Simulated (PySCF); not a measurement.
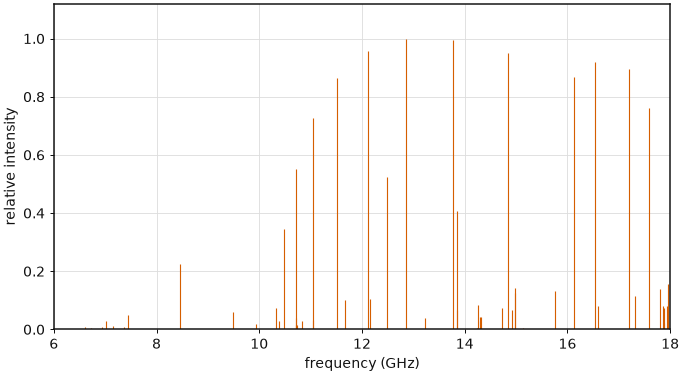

GeH₂BrF, SMILES [F][GeH2][Br], singlet. Simulated rotational absorption lines between 6 and 18 GHz at 5 K: rigid rotor with the equilibrium constants and dipole of one optimised conformer (PBE0-D3(BJ)/def2-SVP, PySCF), commonest isotopes; no centrifugal distortion, hyperfine structure, internal rotation or nuclear-spin weights; lines within 1 MHz of each other are summed.

What are the rotational constants, and what kind of rotor is it?

Answer. Rotational constants A, B, C = 12.17, 1.896, 1.678 GHz; Ray's κ = −0.96, a near-prolate asymmetric top.

Assign the strongest lines, as J(Ka,Kc).

Answer.
| GHz | upper | lower | type | relative intensity |
| --- | --- | --- | --- | --- |
| 12.86 | 6(1,5) | 6(0,6) | b | 1.00 |
| 13.76 | 7(1,6) | 7(0,7) | b | 1.00 |
| 12.11 | 5(1,4) | 5(0,5) | b | 0.96 |
| 14.85 | 8(1,7) | 8(0,8) | b | 0.95 |

Note: coarse grid, loose stop and no frequency check, small forces are noise and the end may be a saddle.
